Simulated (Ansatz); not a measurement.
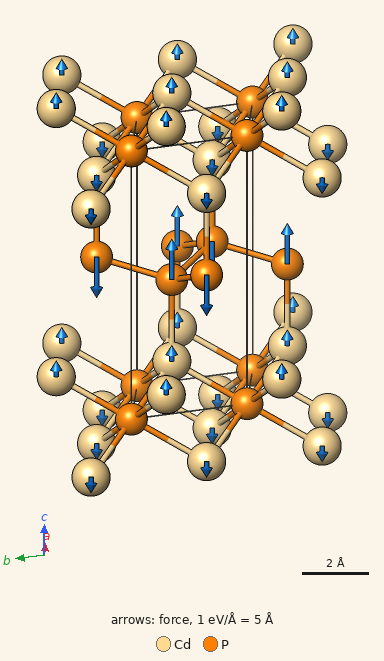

Starting geometry of crystalline Cd₂P₃ (built on the A-type sesquioxide_164 type) with the computed forces as blue arrows. The picture is a ball-and-stick view of the cell of the calculation, seen from a free direction.

Case: A-type sesquioxide type (P-3m1, No. 164).

Theory: Ansatz, DFT r2SCAN, scalar-relativistic, plane waves, PAW. Set-up: plane-wave cutoff 500 eV; k-point mesh 12 × 12 × 6; occupations gaussian; smearing width 0.1 eV; no spin polarisation; cell and atoms relaxed; force threshold 0.01 eV/Å; at most 80 steps.

Question: What follows when this structure is relaxed?

Answer: It isn't relaxed: the largest force vector, on P atoms, is 0.26 eV/Å. The atoms end up moving mostly along the starting forces (cosine between the two patterns 0.98). The largest moves relative to the cell, 0.034 Å, are those of P atoms. Largest moves by element: P 0.034 Å, Cd 0.022 Å. The drawn cell changes as follows: a = b 3.956 → 3.959 Å (+0.1 %), c 8.423 → 8.363 Å (−0.7 %); the volume changes by −0.6 %. Some distances before and after: P–P 2.383 → 2.365 Å, Cd–P 2.632 → 2.640 Å, Cd–P 2.565 → 2.557 Å. The space group stays P-3m1 (No. 164). After 3 accepted moves (4 points after the start) the energy has fallen by 2.3 meV per atom. The largest force component goes from 0.26 to 0.0024 eV/Å. Pressure: −0.22 GPa at the start and 0.00 GPa at the end. At 1 point the geometry stayed and the basis and grid were re-selected for the new cell (energy shift of less than 0.05 meV per atom at most each time). Cost: 4 min on 1 thread of Arm Neoverse V1, on a shared host, peak memory 0.83 GiB.
